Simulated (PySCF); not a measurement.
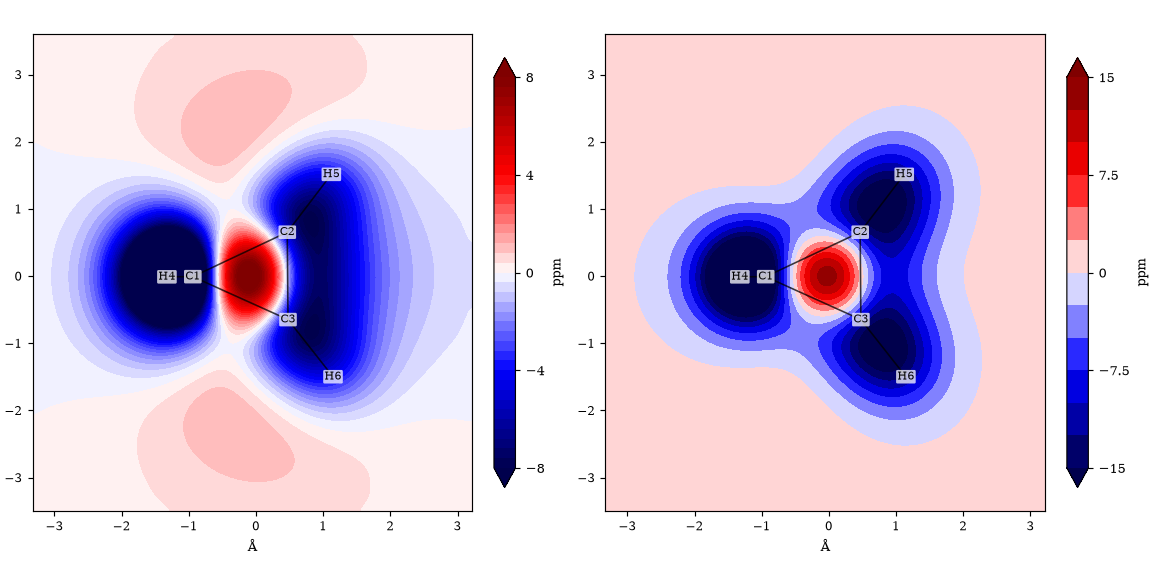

C3H3, charge −1, SMILES `[CH-]1C=C1`. Isotropic NICS 1.0 Å above the plane of the 3-membered ring C1/C2/C3 (left) and NICSzz (the component normal to the ring) 1.0 Å above the plane of the same ring (right); GIAO shieldings; atoms are projected onto the map; negative values mean shielding.

Method: BP86/6-311+G**; geometry: GFN2-xTB; program: PySCF. The highest occupied Kohn–Sham orbital has positive energy, a self-interaction fault of such functionals for anions. This is a single-reference result, which may miss multireference character in this system. No frequency check shows the geometry to be a minimum.

**Classify the ring and give its NICS values.**

It is deshielded above its centre; in a three-membered ring σ bonds weigh heavily, so the values alone don't measure π aromaticity: NICS(0) = −9.8, NICS(1) = +8.7 and +4.3, NICS(1)zz = +13.7 and +5.7 (two faces) ppm.

**What absolute proton shieldings does the same calculation give?**

From 23.1 ppm (H5 and H6) to 29.9 ppm (H4).
